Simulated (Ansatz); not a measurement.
The calculation's input:

```
crystal:
  periodic: [false, false, false]
  atoms:
    - { symbol: Si, position_ang: [-0.305295, -1.093835, -0.264299] }
    - { symbol: Br, position_ang: [1.918114, -1.666253, -0.39024] }
    - { symbol: H, position_ang: [-0.943638, -1.873334, -1.345045] }
    - { symbol: H, position_ang: [-0.819568, -1.561319, 1.032221] }
    - { symbol: Si, position_ang: [-0.576525, 1.210893, -0.706667] }
    - { symbol: H, position_ang: [1.747669, -0.20845, 2.002787] }
    - { symbol: F, position_ang: [0.939339, 0.148935, 2.151093] }
    - { symbol: H, position_ang: [-0.091556, 2.059914, 0.398075] }
    - { symbol: H, position_ang: [0.156448, 1.531301, -1.954414] }
    - { symbol: H, position_ang: [-2.02489, 1.452248, -0.92331] }
basis:
  gaussian: { orbitals: def2-SVP }
hamiltonian:
  xc: hf
relax:
  f_tol: 0.03
  max_steps: 50
output:
  orbitals: {}
```

Command:

```sh
ansatz run input.yaml --threads 2 --pin off --max-ram 3072MiB --backend cpu --events-out ev --progress --plain --runs-dir out
```

The fields are those of the run's last geometry, not of the input's.

Theory: RHF/def2-SVP in Ansatz 0.2.0.

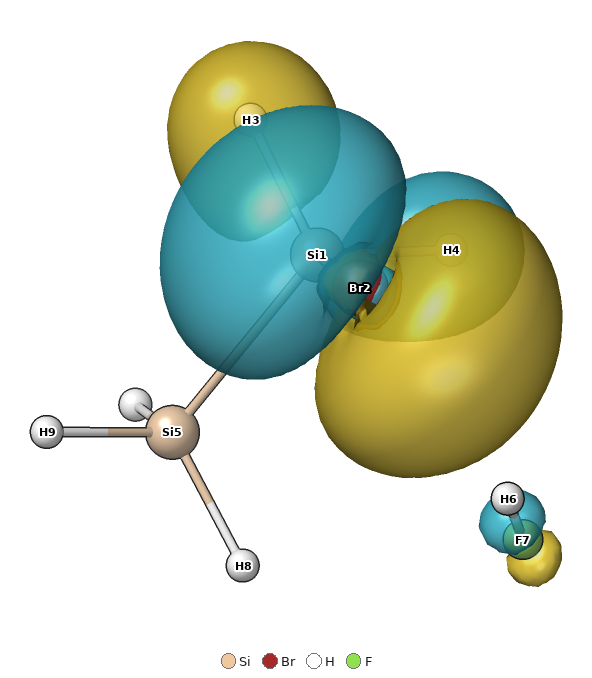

BrH₅Si₂···HF. The HOMO−1 at ±0.08 Å⁻³ᐟ² (yellow and cyan are the two phases), seen at a tilt.

**Describe this orbital and give its energy.**

By Hirshfeld shares it lies mainly on Br2 (about 80 %); largely a lone pair of Br2. Its energy is −11.65 eV.
